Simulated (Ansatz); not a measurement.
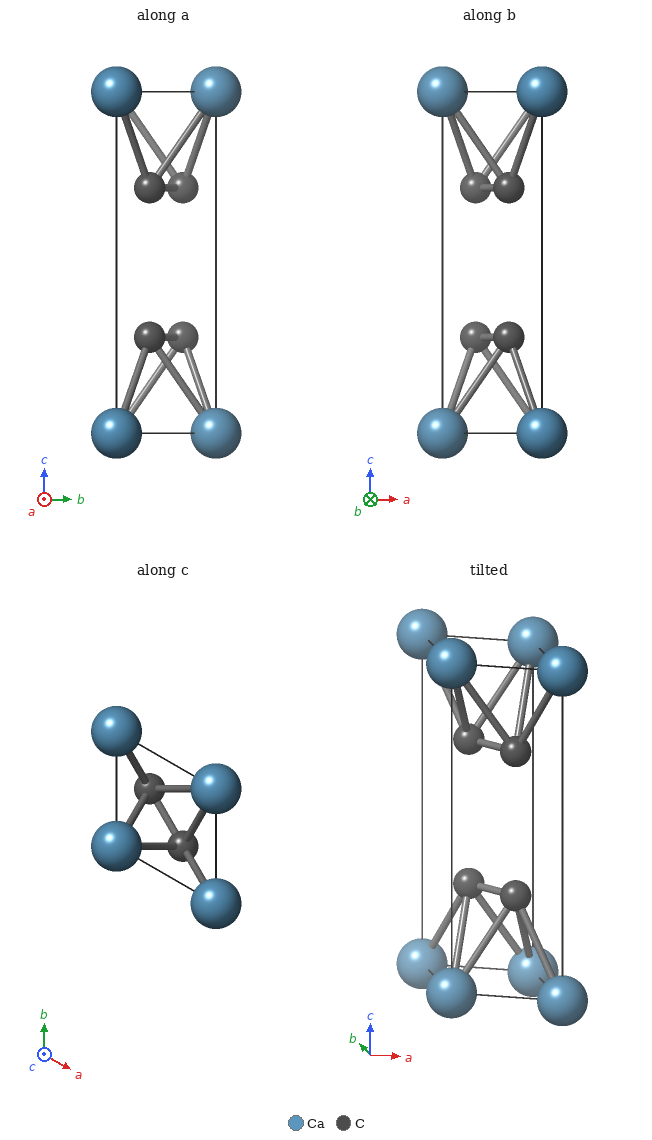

The crystal in a ball-and-stick representation, seen along the a axis, along the b axis, along the c axis and slightly off an axis. Lines trace the edges of the conventional unit cell.

Lattice parameters: a = 2.6016 Å, b = 2.6016 Å, c = 7.7343 Å, α = 90.000°, β = 90.000°, γ = 120.000°.

**Convert the drawing into a CIF with its space group and independent sites, with free fractional coordinates to two decimals.**

```cif
data_structure
_symmetry_space_group_name_H-M 'P 6/m m m'
_symmetry_Int_Tables_number 191
_cell_length_a 2.6016
_cell_length_b 2.6016
_cell_length_c 7.7343
_cell_angle_alpha 90.000
_cell_angle_beta 90.000
_cell_angle_gamma 120.000
_cell_volume 45.33
loop_
_atom_site_label
_atom_site_type_symbol
_atom_site_symmetry_multiplicity
_atom_site_Wyckoff_symbol
_atom_site_fract_x
_atom_site_fract_y
_atom_site_fract_z
_atom_site_occupancy
Ca1 Ca 1 a 0.00 0.00 0.00 1
C1 C 4 h 0.3333 0.6667 0.28 1
```

The cell started as a structure type filled with these elements by a generator (whether the compound takes this form wasn't checked). Earlier steps of the study may have refined or changed the cell and positions. It was run through Ansatz as a DFT input.
